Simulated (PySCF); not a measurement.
System: C₃H₅ClFSi (doublet).

```xyz
11

F    -1.2452    2.1596   -0.4676
C    -0.9671    1.0350    0.2664
C     0.0501    0.0893   -0.2021
Si    1.7982   -0.4825   -0.0507
C    -1.3458   -0.2921   -0.3203
Cl   -2.0162   -1.5519    0.7511
H    -1.0999    1.2552    1.3222
H     2.1049   -1.2608   -1.2503
H     1.9346   -1.3281    1.1414
H     2.6297    0.7114    0.0685
H    -1.8379   -0.3324   -1.2845
```

Geometry: GFN2-xTB.

Level of theory: UKS B3LYP, pcH-1 on C Cl F H Si, non-relativistic, mean-field spin-orbit, GIAO in PySCF.

What will maps of the electron density, electron localisation function and spin density show?

C–C (1.45 Å): ρ is about 1.8 e/Å³ halfway; the ELF peaks at about 0.90 between the atoms, as expected for a covalent bond.
C–Si (1.85 Å): ρ at the midpoint is about 0.94 e/Å³; the ELF peaks at about 0.95 between the atoms, as expected for localised, covalent bonding.
The unpaired spin (1 electron) lies mostly on C3 (about 0.6), in electrons by Hirshfeld's partition.

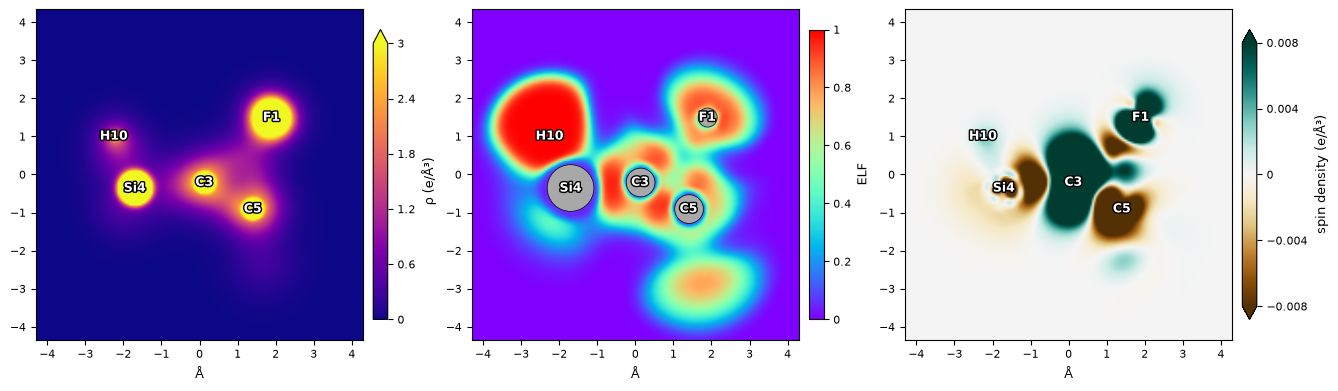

Computed electron density, electron localisation function and spin density on the plane of atoms Si4, C3 and C5, in this order. Grey discs cover the atomic cores in the ELF map. 
